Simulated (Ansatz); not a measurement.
**CH5B2NS: Born-Oppenheimer dynamics**

Aim: follow CH5B2NS for 20 steps with a Langevin thermostat (700 K) and see how far bonds stretch and how energy moves between motion and potential.

Method: BLYP/6-31G* with D3(BJ) with three-body dispersion; program: Ansatz 0.2.0, Gaussian basis.

### Step 1. The relaxed structure

An earlier PBE0-D4 in a triple-zeta def2 set relaxation fixed the geometry.

SMILES `BNBC=S`, 10 atoms, charge 0, spin multiplicity 1.

Atoms are counted from 1 here; the program's logs count them from 0.

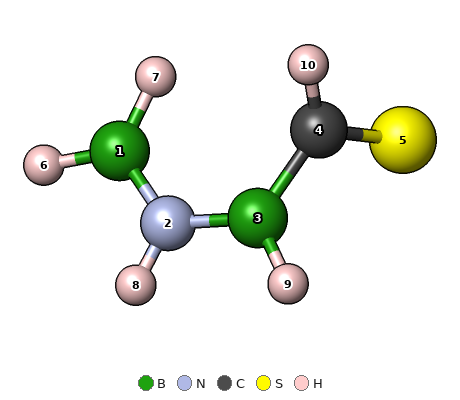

The structure; boron green, nitrogen light blue, carbon dark grey, sulfur yellow, hydrogen pink; atoms are numbered from 1 in the order of the file.

### Step 2. Dynamics

in.yaml reads:

```yaml
crystal:
  periodic: [false, false, false]
  atoms:
    - {symbol: B, position_ang: [-1.500424, -0.464992, 0.401704]}
    - {symbol: N, position_ang: [-0.147768, -0.763634, 0.687059]}
    - {symbol: B, position_ang: [0.997433, -0.064660, 0.214603]}
    - {symbol: C, position_ang: [0.881852, 1.086851, -0.826708]}
    - {symbol: S, position_ang: [1.335943, 0.672573, -2.320866]}
    - {symbol: H, position_ang: [-2.365873, -1.134860, 0.882413]}
    - {symbol: H, position_ang: [-1.746643, 0.461973, -0.310997]}
    - {symbol: H, position_ang: [0.032592, -1.548215, 1.297553]}
    - {symbol: H, position_ang: [2.083250, -0.390186, 0.597798]}
    - {symbol: H, position_ang: [0.512839, 2.093952, -0.619661]}
basis:
  gaussian: {orbitals: "6-31G*"}
hamiltonian: {xc: {name: BLYP}, dispersion: d3bjatm}
md: {timestep: 1 fs, n_steps: 20, ensemble: nvt_langevin, temperature: 700, initial_velocities: maxwell_boltzmann, friction: 0.01, seed: 575}
```

Started as:

```bash
ansatz run in.yaml --threads 2 --pin off --events-out ev --progress --plain --max-ram 4352MiB
```

The program printed (excerpt; [...] marks lines left out):

```text
Functional definition: BLYP
  name "BLYP"
  cite "Becke, Phys. Rev. A 38, 3098 (1988) doi:10.1103/PhysRevA.38.3098"
  cite "Lee, Yang & Parr, Phys. Rev. B 37, 785 (1988) doi:10.1103/PhysRevB.37.785"
[...]
1059 factors; their error is unknown
[...]
mean field -14794.63226026 eV, -543.6927074025 hartree, gradient 5.4e-5 eV, S^2 0.000000; 0 other end points of the search recorded, 0 dependent functions left out
[...]
reference -14794.63259482 eV, -543.6927196975 hartree; 22, 22 occupied and 67, 67 virtual orbitals, 1059 factors
md step     0: t =     0.00 fs  T =   630.0 K  F+E_penalty+E_count = -14795.10773532 eV  E_kin = 0.814338 eV  (29 SCF iters)
[...]
md step     5: t =     5.00 fs  T =   384.8 K  F+E_penalty+E_count = -14794.73118037 eV  E_kin = 0.497413 eV  (33 SCF iters, 3 dispersion substeps)
[...]
md step    10: t =    10.00 fs  T =   285.1 K  F+E_penalty+E_count = -14794.50886055 eV  E_kin = 0.368489 eV  (33 SCF iters, 3 dispersion substeps)
[...]
md step    15: t =    15.00 fs  T =   578.1 K  F+E_penalty+E_count = -14794.76179391 eV  E_kin = 0.747206 eV  (30 SCF iters, 3 dispersion substeps)
[...]
md step    19: t =    19.00 fs  T =   664.8 K  F+E_penalty+E_count = -14794.78632281 eV  E_kin = 0.859328 eV  (31 SCF iters, 3 dispersion substeps)
[...]
md step    20: t =    20.00 fs  T =   629.2 K  F+E_penalty+E_count = -14794.75218147 eV  E_kin = 0.813253 eV  (31 SCF iters, 3 dispersion substeps)
Total energy: -14794.75251618 eV, -543.6971267262 hartree
Atom 0 at    -1.505272    -0.431929     0.276746 Å, force     0.534554    -0.738006     1.105706 eV/Å
Atom 1 at    -0.089325    -0.839484     0.599503 Å, force    -2.007615     0.301400     0.304858 eV/Å
Atom 2 at     0.997194    -0.005809     0.260289 Å, force     1.022648     0.379372    -0.183906 eV/Å
Atom 3 at     0.788612     1.028189    -0.869089 Å, force     0.358121    -0.197912     0.044923 eV/Å
Atom 4 at     1.460543     0.649913    -2.322829 Å, force    -0.010134     0.151201    -0.208160 eV/Å
Atom 5 at    -2.461313    -0.900019     0.888147 Å, force     0.693772    -0.200361    -0.131646 eV/Å
Atom 6 at    -1.860586     0.446522    -0.483852 Å, force     0.840556    -0.256982    -0.043223 eV/Å
Atom 7 at     0.136739    -1.493377     1.372143 Å, force    -0.696538     0.066935    -0.439368 eV/Å
Atom 8 at     2.088516    -0.036073     0.813043 Å, force    -0.475951    -0.255095    -0.079682 eV/Å
Atom 9 at     0.196713     1.913162    -0.663249 Å, force    -0.259413     0.749448    -0.369502 eV/Å
Dipole moment:    -0.160463    -0.094020     0.523257 e Å
```

Run time: 29 s. Hardware: 2 threads of Arm Neoverse V2, shared host.

### Step 3. The trajectory

Every 1 steps, with energies from the start:

| time (fs) | T (K) | potential (meV) | B1–N2 (Å) |
| --- | --- | --- | --- |
| 0.0 | 630 | 0.0 | 1.414 |
| 1.0 | 587 | 30.1 | 1.404 |
| 2.0 | 559 | 109.5 | 1.396 |
| 3.0 | 508 | 196.6 | 1.389 |
| 4.0 | 431 | 285.9 | 1.384 |
| 5.0 | 385 | 376.6 | 1.379 |
| 6.0 | 314 | 459.1 | 1.375 |
| 7.0 | 278 | 526.3 | 1.375 |
| 8.0 | 242 | 576.9 | 1.379 |
| 9.0 | 235 | 614.7 | 1.386 |
| 10.0 | 285 | 598.9 | 1.395 |
| 11.0 | 330 | 532.9 | 1.406 |
| 12.0 | 358 | 461.4 | 1.418 |
| 13.0 | 427 | 396.8 | 1.430 |
| 14.0 | 514 | 353.4 | 1.441 |
| 15.0 | 578 | 345.9 | 1.452 |
| 16.0 | 575 | 353.5 | 1.464 |
| 17.0 | 630 | 351.3 | 1.476 |
| 18.0 | 633 | 333.2 | 1.487 |
| 19.0 | 665 | 321.4 | 1.498 |
| 20.0 | 629 | 355.6 | 1.508 |

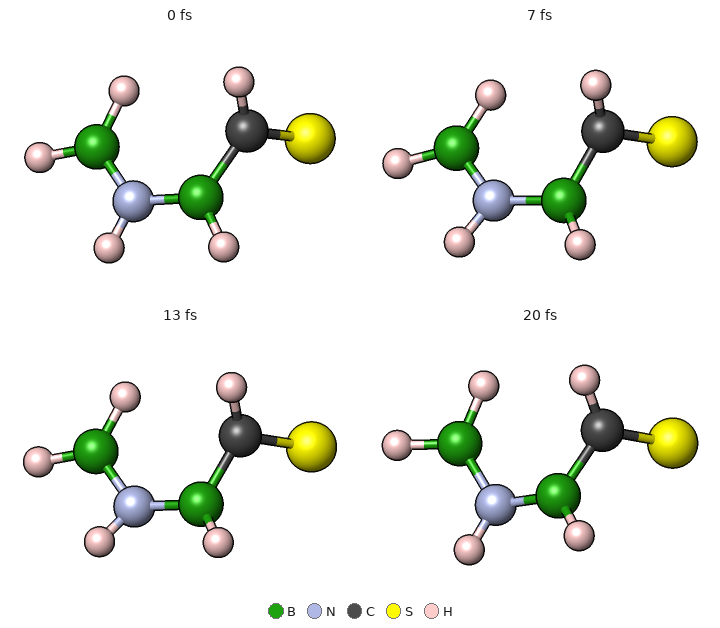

Four frames; sticks are those of the first frame.

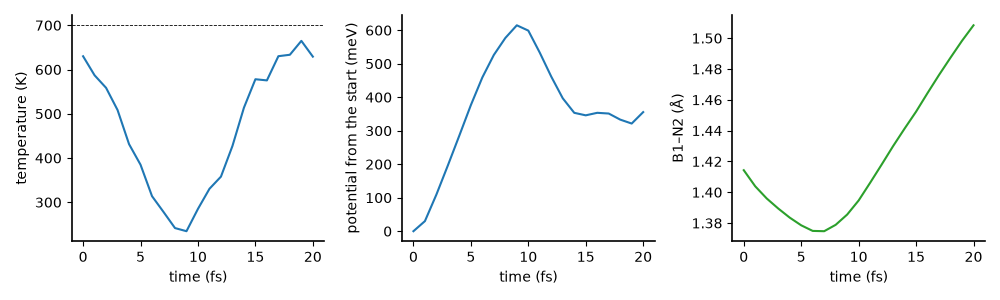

Temperature (the set value dashed), potential energy and the bond that swings most.

Positions (Å) and forces (eV/Å) at 20.0 fs:

```xyz
10

B    -1.505   -0.432    0.277    0.535   -0.738    1.106
N    -0.089   -0.839    0.600   -2.008    0.301    0.305
B     0.997   -0.006    0.260    1.023    0.379   -0.184
C     0.789    1.028   -0.869    0.358   -0.198    0.045
S     1.461    0.650   -2.323   -0.010    0.151   -0.208
H    -2.461   -0.900    0.888    0.694   -0.200   -0.132
H    -1.861    0.447   -0.484    0.841   -0.257   -0.043
H     0.137   -1.493    1.372   -0.697    0.067   -0.439
H     2.089   -0.036    0.813   -0.476   -0.255   -0.080
H     0.197    1.913   -0.663   -0.259    0.749   -0.370
```

### Step 4. Summary of results

```
                         quantity                          value
                           length             20 steps of 1.0 fs
temperature, first and last frame                     630, 629 K
         temperature, second half  mean 511 K, from 285 to 665 K
           swing of the potential                        615 meV
                   range of B1–N2               1.375 to 1.508 Å
```

What this shows: The temperature starts at 630 K and ranges from 235 to 665 K; in so small a system it swings widely. B1–N2 swings most, by 0.13 Å; no bond breaks. A run of 20 fs gives no averages.
